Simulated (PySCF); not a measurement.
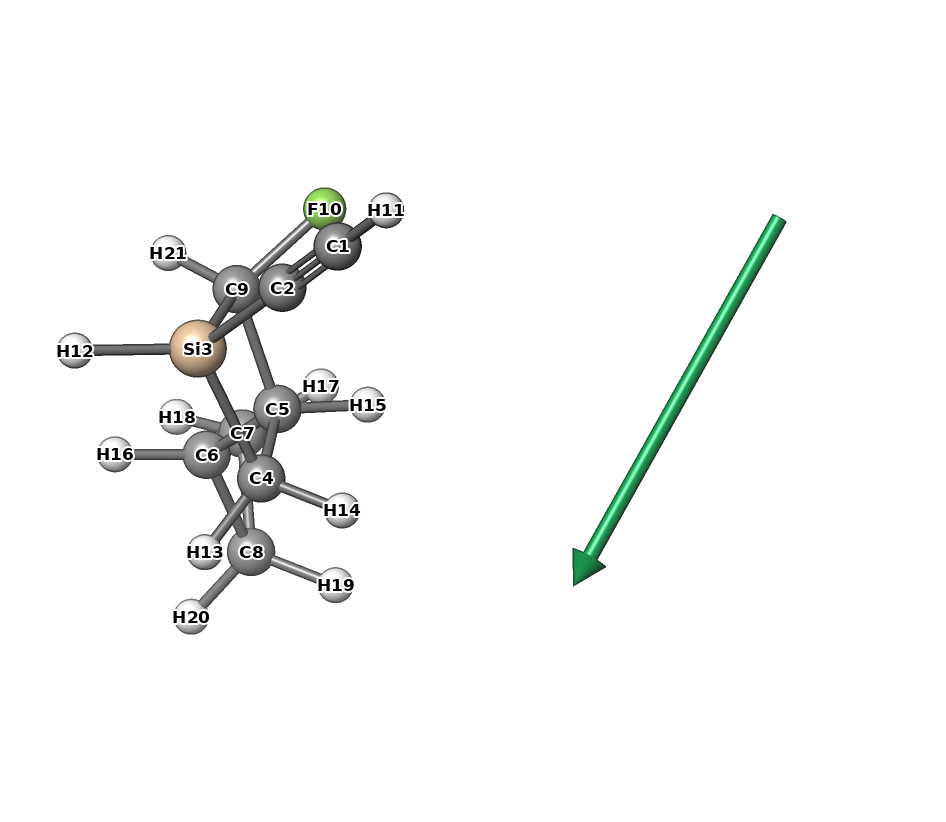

The arrow beside the molecule shows the direction of the dipole moment, from the negative to the positive end (its length means nothing). The computed structure is the end point of a GFN2-xTB optimisation. No frequency run is at hand to confirm it as a minimum. Properties computed with PBE0/pcSseg-1, gas phase (PySCF 2.14.0).

Estimate the dipole moment.

1.58 D; it points from the side of F10 to the side of H20 (the outermost atoms at the two ends).

The geometry is semi-empirical. Around Si such bond lengths and angles can be off by a tenth of an ångström or more and by several degrees, and values that hang on the shape move with them.
